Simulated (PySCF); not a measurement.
```csv
atom,x (Å),y (Å),z (Å)
C,-1.2491,-1.5313,0.1027
C,-0.7355,-0.0922,0.2166
C,-1.2139,0.7045,-1.0005
C,-1.3227,0.5270,1.4889
C,0.8211,-0.0767,0.3050
Si,1.7300,-1.2414,-0.8877
Si,1.6476,1.6257,0.1541
H,-0.9337,-2.0061,-0.8409
H,-0.8820,-2.1545,0.9337
H,-2.3501,-1.5526,0.1252
H,-0.9436,1.7703,-0.9213
H,-0.7816,0.3158,-1.9355
H,-2.3103,0.6526,-1.0903
H,-2.4236,0.5251,1.4500
H,-1.0147,-0.0401,2.3820
H,-0.9972,1.5695,1.6220
H,1.1152,-0.4414,1.3089
H,1.5946,-2.6778,-0.4955
H,1.2365,-1.0852,-2.2910
H,3.1875,-0.8999,-0.8741
H,3.0170,1.5477,0.7485
H,0.8932,2.7052,0.8646
H,1.7899,2.0325,-1.2793
```

Geometry: PBE0-D3(BJ)/def2-SVP.

The calculation used PySCF 2.14.0, CAM-B3LYP/def2-SVPD, SCF density, gas phase.

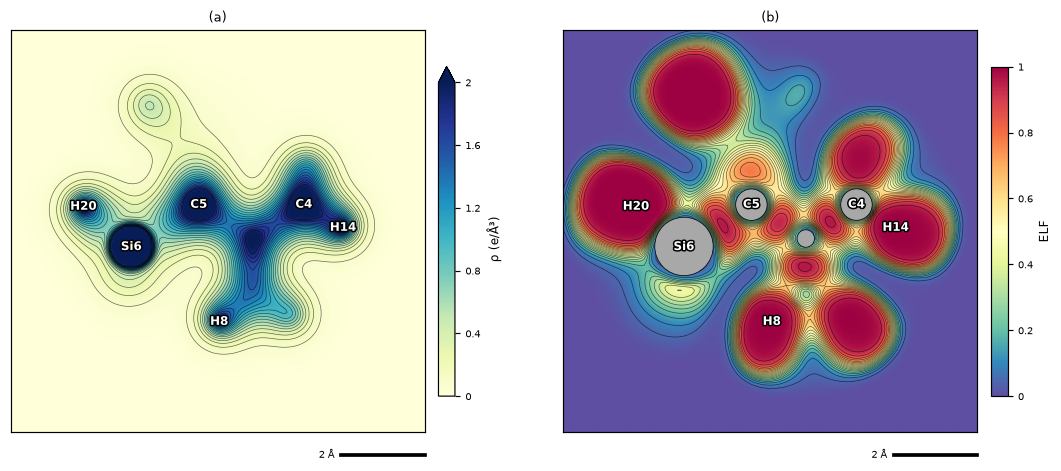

C5H16Si2. (a) electron density; (b) electron localisation function on the plane of atoms C5, Si6 and H20. Grey discs cover the atomic cores in the ELF map.

**Describe what can be read from this map.**

- The plane passes through C, Si and H nuclei.
- C–Si (1.90 Å): ρ is about 0.92 e/Å³ halfway; the ELF peaks at about 0.95 between the atoms; a covalent bond.
- C–H (1.10 Å): ρ is about 1.9 e/Å³ halfway; the ELF climbs to about 1 towards the hydrogen, as it does in any bond to H; a covalent bond by its length.
- Si–H (1.50 Å): ρ is about 0.75 e/Å³ halfway; the ELF climbs to about 1 towards the hydrogen.
